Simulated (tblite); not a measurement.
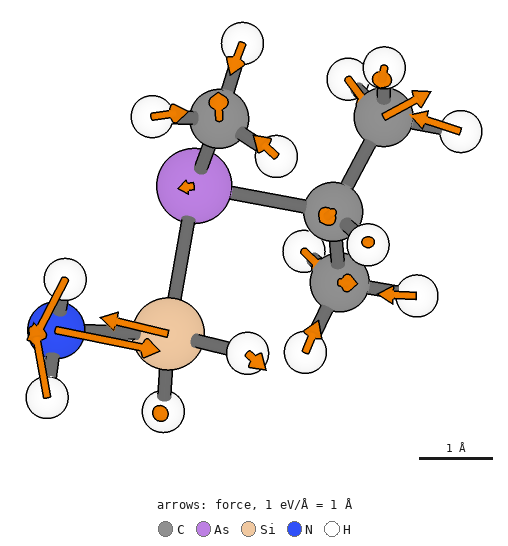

Starting geometry of C4H14AsNSi with the computed forces as orange arrows. The picture is a ball-and-stick view, seen from a free direction.

Computed with GFN2-xTB geometry optimisation, gas phase (tblite). 

Question: What follows when this structure is relaxed?

Answer: It isn't relaxed: the largest force vector, on the N atom, is 1.66 eV/Å. The final displacements have little in common with the starting forces (cosine between the two patterns 0.27). The atom that moves furthest after the best rigid fit is an H atom (0.41 Å). By element the largest moves are H 0.41 Å, C 0.14 Å, As 0.12 Å, N 0.11 Å, Si 0.09 Å. Among the contacts that change: N–Si 1.795 → 1.728 Å, H–N 1.048 → 1.008 Å, C–H 1.117 → 1.091 Å, H–Si 1.464 → 1.486 Å. Bond angles that change, for instance: Si–N–H 107.2° → 118.7°, N–Si–H 109.0° → 103.2°, As–Si–H 109.8° → 115.6°. The energy falls by 28.1 kJ/mol in 97 geometry steps. The run took 0.87 s on 1 thread of Arm Neoverse V1, with other jobs on the host.
